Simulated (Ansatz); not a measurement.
**BCCD(T)/cc-pVDZ run of CH5BN2 (SMILES NC1BN1)**

What is the vertical singlet–triplet gap of CH5BN2 at BCCD(T)/cc-pVDZ? 

Program for the calculation: Ansatz 0.2.0.

66 further runs of the same task are left out: 66 set aside as unsound or not needed. Runs told in other sessions of the task aren't counted.

## (1) The system as given

CH5BN2: 9 atoms, total charge 0, spin state singlet. SMILES: `NC1BN1`. The shape is that of a PBE0-D4/def2-TZVP optimisation. This is one conformer, not always the lowest.

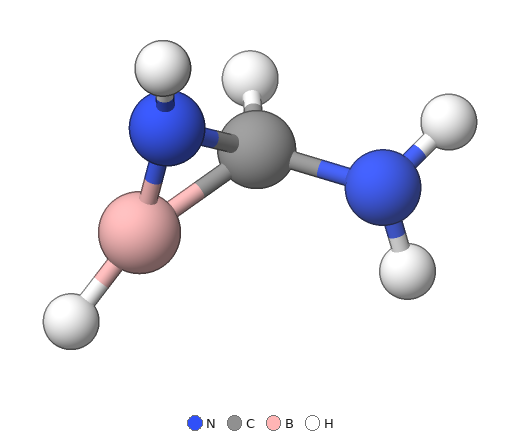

Viewed from a chosen angle; nitrogen blue, carbon grey, boron pink, hydrogen white.

## (2) A single-point energy at BCCD(T)/cc-pVDZ

The input, in.yaml:

```yaml
crystal:
  periodic: [false, false, false]
  atoms:
    - {symbol: N, position_ang: [0.142900, 1.194400, -0.640600]}
    - {symbol: C, position_ang: [-0.364200, -0.077200, -0.222300]}
    - {symbol: B, position_ang: [0.591200, -1.194100, 0.303200]}
    - {symbol: N, position_ang: [-0.130500, -0.469900, 1.171500]}
    - {symbol: H, position_ang: [0.784000, 1.117400, -1.417000]}
    - {symbol: H, position_ang: [-0.589900, 1.842600, -0.892400]}
    - {symbol: H, position_ang: [-1.366400, -0.317200, -0.582700]}
    - {symbol: H, position_ang: [1.414200, -2.039000, 0.194700]}
    - {symbol: H, position_ang: [-0.392800, -0.103200, 2.068300]}
basis:
  gaussian:
    orbitals: cc-pVDZ
correlation:
  method: bccd_t
  frozen_orbitals: {B: 1, C: 1, H: 0, "N": 1}
accuracy: high
scf:
  omitted_lower_state_checks: [cluster_reference, increment]
```

Launch:

```sh
$ ansatz run in.yaml --threads 1 --pin off --max-ram 2610MiB --events-out events.jsonl --progress --plain --runs-dir runs
```

The program printed, shortened:

```text
Warning: RAYON_NUM_THREADS=1 ignored (pool sized by the plan → 1); use --threads N
Functional definition: HF
  name "HF"
[...]
1915 factors; integrals over basis functions are off by at most 3.1e-9 eV
[...]
mean field -4743.79940057 eV, -174.3314125084 hartree, gradient 9.5e-8 eV, S^2 0.000000; 0 other end points of the search recorded, 0 dependent functions left out
4 core orbitals not correlated: weight in the atoms' cores, before any rotation towards them, 1.000 or more for the frozen orbitals, at most 0.000 for the correlated occupied ones
reference -4743.79940057 eV, -174.3314125084 hartree; 11, 11 occupied and 66, 66 virtual orbitals, 1915 factors
second order -15.12836092 eV of doubles, -0.00000000 eV of singles
cycle   1  -15.61761275 eV  change   -4.9e-1 eV  update   8.9e-2
[...]
cycle  22  -16.07047927 eV  change   4.7e-10 eV  update   1.1e-9
perturbative correction -0.53877762 eV, -0.0197997122 hartree
Total energy: -4760.40865746 eV, -174.9417914409 hartree
Checks for a lower state left out: cluster_reference, increment
```

Wall time 23 s (1 thread of Arm Neoverse V1, shared host); peak memory 0.61 GiB.

## (3) The triplet, same level

The input, molecule.yaml:

```yaml
crystal:
  periodic: [false, false, false]
  atoms:
    - symbol: N
      position_ang: [0.142900, 1.194400, -0.640600]
    - symbol: C
      position_ang: [-0.364200, -0.077200, -0.222300]
    - symbol: B
      position_ang: [0.591200, -1.194100, 0.303200]
    - symbol: "N"
      position_ang: [-0.130500, -0.469900, 1.171500]
    - symbol: H
      position_ang: [0.784000, 1.117400, -1.417000]
    - symbol: H
      position_ang: [-0.589900, 1.842600, -0.892400]
    - symbol: H
      position_ang: [-1.366400, -0.317200, -0.582700]
    - symbol: H
      position_ang: [1.414200, -2.039000, 0.194700]
    - symbol: H
      position_ang: [-0.392800, -0.103200, 2.068300]
basis:
  gaussian:
    orbitals: cc-pVDZ
magnetization:
  spin_polarized: true
  initial_magnetization: 2
correlation:
  method: bccd_t
  frozen_orbitals: {B: 1, C: 1, H: 0, "N": 1}
accuracy: high
scf:
  omitted_lower_state_checks: [cluster_reference, increment]
```

Launch:

```sh
$ ansatz run molecule.yaml --threads 1 --pin off --max-ram 2610MiB --events-out events.jsonl --progress --plain --runs-dir runs
```

The program printed, shortened:

```text
Warning: RAYON_NUM_THREADS=1 ignored (pool sized by the plan → 1); use --threads N
[... 2 set-up lines as earlier in the session ...]
[...]
1915 factors; integrals over basis functions are off by at most 3.1e-9 eV
[...]
mean field -4738.86717920 eV, -174.1501567162 hartree, gradient 3.1e-8 eV, S^2 2.029621; 9 other end points of the search recorded, 0 dependent functions left out
4 core orbitals not correlated: weight in the atoms' cores, before any rotation towards them, 1.000 or more for the frozen orbitals, at most 0.000 for the correlated occupied ones
reference -4738.86717920 eV, -174.1501567162 hartree; 12, 10 occupied and 65, 67 virtual orbitals, 1915 factors
second order -13.95461531 eV of doubles, -0.00000000 eV of singles
cycle   1  -14.75462264 eV  change   -8.0e-1 eV  update   8.4e-2
[...]
cycle  49  -15.23696245 eV  change  -5.7e-10 eV  update  6.7e-10
perturbative correction -0.51206056 eV, -0.0188178786 hartree
Total energy: -4754.61620222 eV, -174.7289226368 hartree
Checks for a lower state left out: cluster_reference, increment
```

Wall time 2 min (1 thread of Arm Neoverse V1, shared host); peak memory 1.2 GiB.

## (4) Summary of results

At BCCD(T)/cc-pVDZ, 4 core orbitals frozen:

| quantity | value |
| --- | --- |
| singlet: total energy | -174.94179 Eh |
| singlet: correlation energy (4 core orbitals frozen) | -610.4 mEh |
| singlet: (T) correction | -19.80 mEh |
| triplet: total energy | -174.72892 Eh |
| triplet: correlation energy (4 core orbitals frozen) | -578.8 mEh |
| triplet: (T) correction | -18.82 mEh |
| triplet: ⟨S²⟩ of the reference determinant | 2.030 |
| vertical energy of the triplet above the singlet | 5.792 eV |

At this shape the triplet lies 5.79 eV (559 kJ/mol) above the singlet. The triples (singlet) make up 3.2 % of the correlation energy. The triples (triplet) make up 3.3 % of the correlation energy.
